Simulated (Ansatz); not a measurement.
**CH6B2O: rigid scan of one bond length from a Python script**

Wanted for CH6B2O: a rigid scan of one bond length.

All numbers are computed with the Python package of Ansatz 0.2.0. Level of theory: PBE0+D4/def2-SVP.

### 1 The system

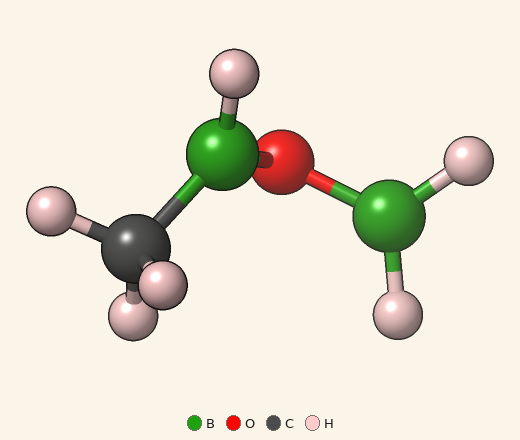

The starting structure, viewed from a chosen angle; boron green, oxygen red, carbon dark grey, hydrogen pink.

Input file ch6b2o.xyz:

```xyz
10

B     1.85720    0.14590   -0.29940
O     0.67980    0.24230   -1.16310
B    -0.43100    0.59720   -0.27760
C    -1.36730   -0.53220    0.33420
H     2.15820   -0.89270    0.17860
H     2.54840    1.09020   -0.13120
H    -0.68370    1.73480   -0.07650
H    -2.40730   -0.38220   -0.02170
H    -1.01040   -1.53340    0.01510
H    -1.34390   -0.46990    1.44160
```

### 2 Script

Input file run_scan.py:

```python
import ansatz
import numpy as np

BASIS = "def2-SVP"
FUNCTIONAL = "pbe0"
DISPERSION = "d4"

system = ansatz.Crystal.molecule_from_extxyz("ch6b2o.xyz")

symbols = [site.symbol for site in system.cartesian_sites]
start = np.array([site.position_ang for site in system.cartesian_sites])
axis = (start[8] - start[3]) / np.linalg.norm(start[8] - start[3])
moving = [8]
lengths, energies = [0.977, 1.021, 1.065, 1.11, 1.154, 1.199, 1.243, 1.31], []
for length in lengths:
    xyz = start.copy()
    xyz[moving] += (length - np.linalg.norm(start[8] - start[3])) * axis
    point = ansatz.Crystal.molecule()
    for symbol, xyz in zip(symbols, xyz):
        point = point.atom(symbol, xyz.tolist())
    model = (
        point.calculation()
        .basis(gaussian=BASIS)
        .functional(FUNCTIONAL, dispersion=DISPERSION)
    )
    rep = model.run(threads=1).report
    energies.append(rep["free_energy_ev"])
    print(f"r = {length:6.3f} A  E = {energies[-1]:.5f} eV  <S^2> = {abs(rep['mean_field']['state']['spin_squared']):.3f}")

fit = np.polynomial.Polynomial.fit(lengths, np.array(energies) - min(energies), 4).convert()
roots = [r.real for r in fit.deriv().roots() if abs(r.imag) < 1e-9 and fit.deriv(2)(r.real) > 0]
r_e = min(roots, key=lambda r: abs(r - lengths[int(np.argmin(energies))]))
print(f"minimum of the fit at {r_e:.4f} A, force constant {fit.deriv(2)(r_e):.2f} eV/A^2")
```

### 3 The calls as engine input

The engine receives this input (first run):

```yaml
crystal:
  periodic: [false, false, false]
  atoms:
    - { symbol: B, position_ang: [1.8572, 0.1459, -0.2994] }
    - { symbol: O, position_ang: [0.6798, 0.2423, -1.1631] }
    - { symbol: B, position_ang: [-0.431, 0.5972, -0.2776] }
    - { symbol: C, position_ang: [-1.3673, -0.5322, 0.3342] }
    - { symbol: H, position_ang: [2.1582, -0.8927, 0.1786] }
    - { symbol: H, position_ang: [2.5484, 1.0902, -0.1312] }
    - { symbol: H, position_ang: [-0.6837, 1.7348, -0.0765] }
    - { symbol: H, position_ang: [-2.4073, -0.3822, -0.0217] }
    - { symbol: H, position_ang: [-1.0531004266404655, -1.4136138774098232, 0.05327793819269421] }
    - { symbol: H, position_ang: [-1.3439, -0.4699, 1.4416] }
basis:
  gaussian:
    orbitals: def2-SVP
hamiltonian:
  xc: pbe0
  dispersion: d4
```

### 4 Launch

The run is started by

```bash
> python run_scan.py
```

Log:

```text
r =  0.977 A  E = -4525.97011 eV  <S^2> = 0.000
r =  1.021 A  E = -4526.17399 eV  <S^2> = 0.000
r =  1.065 A  E = -4526.27526 eV  <S^2> = 0.000
r =  1.110 A  E = -4526.29588 eV  <S^2> = 0.000
r =  1.154 A  E = -4526.25305 eV  <S^2> = 0.000
r =  1.199 A  E = -4526.15968 eV  <S^2> = 0.000
r =  1.243 A  E = -4526.03144 eV  <S^2> = 0.000
r =  1.310 A  E = -4525.78623 eV  <S^2> = 0.000
minimum of the fit at 1.1000 A, force constant 34.11 eV/A^2
```

Wall time 8.6 s (1 thread of Intel Xeon 6975P-C (Granite Rapids), shared host); peak memory 0.23 GiB.

### 5 What changed from run to run

The engine's inputs for some of the other runs:

Run 6, against run 1:

```diff
@@ -12 +12 @@
-    - { symbol: H, position_ang: [-1.0531004266404655, -1.4136138774098232, 0.05327793819269421] }
+    - { symbol: H, position_ang: [-0.9817060507082069, -1.6138942057465488, -0.010554915155537024] }
```

Run 7, against run 1:

```diff
@@ -12 +12 @@
-    - { symbol: H, position_ang: [-1.0531004266404655, -1.4136138774098232, 0.05327793819269421] }
+    - { symbol: H, position_ang: [-0.9675558140369485, -1.6535894059574312, -0.02320647167500628] }
```

Run 8, against run 1:

```diff
@@ -12 +12 @@
-    - { symbol: H, position_ang: [-1.0531004266404655, -1.4136138774098232, 0.05327793819269421] }
+    - { symbol: H, position_ang: [-0.9460088627420776, -1.7140343699149114, -0.04247134182965262] }
```

Lines on the test bed's own set-up are left out of the output.

### 6 The runs side by side

The 8 runs, in the order started:

| run | distance (Å) | energy from run 4 (eV) | SCF cycles | CPU time (s) |
| --- | --- | --- | --- | --- |
| 1 | 0.98 | 0.3258 | 14 | 0.9 |
| 2 | 1.02 | 0.1219 | 14 | 1 |
| 3 | 1.06 | 0.0206 | 14 | 1.1 |
| 4 | 1.11 | 0.0000 | 14 | 0.96 |
| 5 | 1.15 | 0.0428 | 14 | 1.1 |
| 6 | 1.20 | 0.1362 | 14 | 0.95 |
| 7 | 1.24 | 0.2644 | 14 | 0.89 |
| 8 | 1.31 | 0.5097 | 14 | 0.94 |

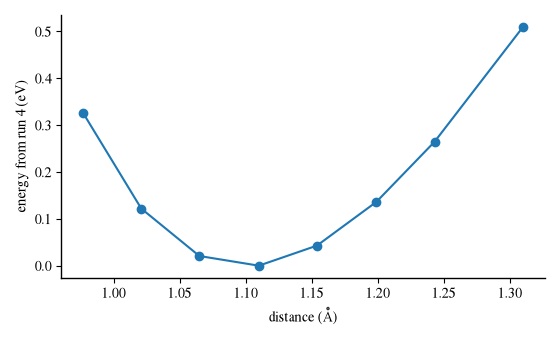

Energy against distance; lines join the points.

### 7 Summary of results

```
                        quantity     value
bond length at the fit's minimum  1.1000 Å
                   runs compared         8
                 range of energy  0.510 eV
      lowest point, distance (Å)      1.11
```

The curve has its lowest point inside the range, at 1.11. The ends stand 0.326 and 0.51 eV above it. The distance scanned is the script's pair 3, 8. The rest of the molecule is held rigid at a force-field or estimated start geometry, and the basis set is modest; single-reference methods fail as a bond breaks. The orbitals are restricted, so S² is zero by construction.
